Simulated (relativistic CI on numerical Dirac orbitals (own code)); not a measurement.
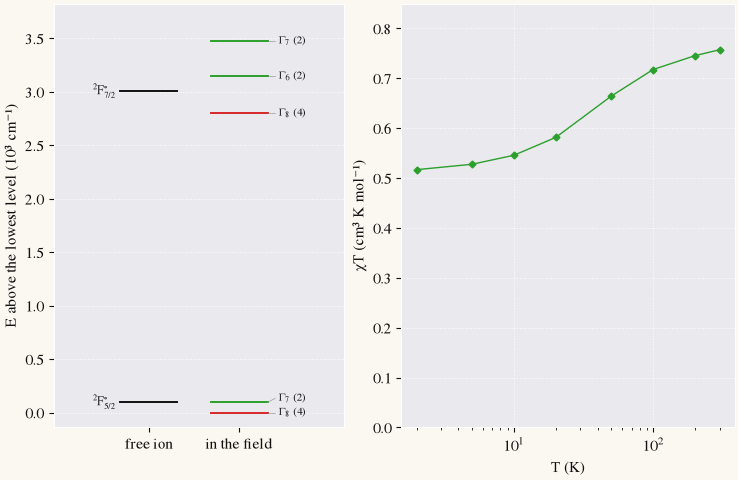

Levels and susceptibility of an f-shell ion of charge +4 in a field of Oh symmetry with B40 = −720, B60 = 1,160 cm⁻¹ (Wybourne parameters). Labels give the double-group representation and, in brackets, the degeneracy; the lowest 5 of 5 levels are drawn. The calculation used relativistic configuration interaction, KLI exchange-only orbitals, Breit term, model QED, valence Slater integrals scaled by 0.85 (in-house radial CI code). One open-shell configuration in a parametric field without covalency; powder susceptibility by Van Vleck's formula.

### Which ion is it? Describe its ground state.

Pr⁴⁺, 4f. The free ion's lowest level is ²F°₅/₂. The ground level is Γ₈, a quartet, with total spin S = 0.50 and J = 2.51 (from expectation values). The next level lies at 95 cm⁻¹ (Γ₇). The field lowers the ground state by 97 cm⁻¹ against the free ion. χT is 0.517 cm³ K mol⁻¹ at 2 K, 0.664 at 50 K and 0.757 at 300 K, an effective moment of 2.46 μB at room temperature.
